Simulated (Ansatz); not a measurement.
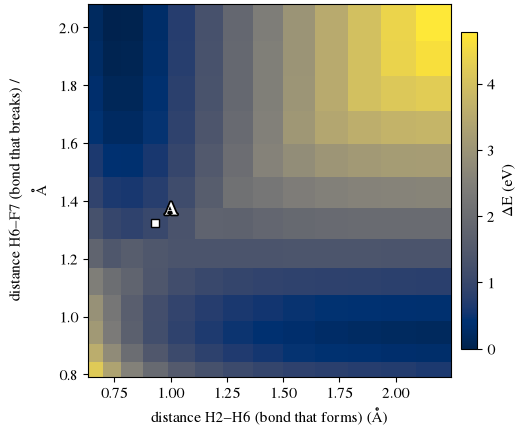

The reacting system F₄GeH₂ (fragments F₃GeH + FH where the first distance is long, F₄Ge + H₂ where the second is long). Coordinates scanned: (1) distance H2–H6 (bond that forms); (2) distance H6–F7 (bond that breaks). Relaxed at each point: all other coordinates. Grid: 13 × 13 points. Points are written as (first, second). All energies are given in eV relative to the lowest grid point. Energies and slopes of some neighbouring points disagree (a jump in structure or state, or too coarse a mesh). The reference is spin-restricted, so regions where a bond is pulled apart into radicals lie too high. Level of theory: RKS PBE-D4/def2-SVP (Ansatz 0.2.0).

Drawn: one coloured cell a grid point, the point A.

Q: Is A at rest? If not, where is it pushed?

A: A, at (0.931 Å, 1.324 Å), is not a stationary point. The computed force is 2.2 eV for each Å towards smaller values of the first coordinate and 2.8 eV for each Å towards larger values of the second coordinate.
